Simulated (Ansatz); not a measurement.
## A computed series for KTaO3: pressure series

Start from KTaO3 in the cubic perovskite structure (space group Pm-3m, No. 221; a = 4.024 Å).

Cell and atoms are relaxed at each pressure.

Calculations: PBE (Ansatz, a first-principles code), spin-orbit coupling left out.

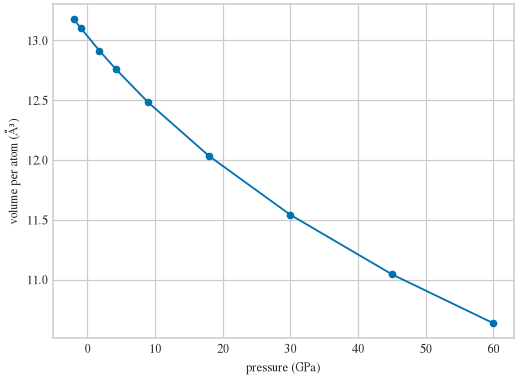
Volume against pressure

Q: Estimate the zero-pressure bulk modulus from the plot.

A: About 190 GPa; a third-order Birch–Murnaghan fit to the points gives V₀ = 13.04 Å³/atom, B₀ = 189 GPa and B₀′ = 4.3.

Measured bulk modulus of KTaO3: 220 GPa (temperature not stated; as listed in S. Tinte et al., Phys. Rev. B (1998)); the computed value is for a static lattice, so the two differ by thermal effects too.

Between the base and pressure 18 GPa the gap moves from 2.16 eV to 2.34 eV, a mean slope of 10.0 meV/GPa.

With Ta present, leaving out spin-orbit coupling can change the band edges. Load acts through the strain it causes; cell and atoms are relaxed under it. No phonon test of stability was made. No other phases were tried under pressure.
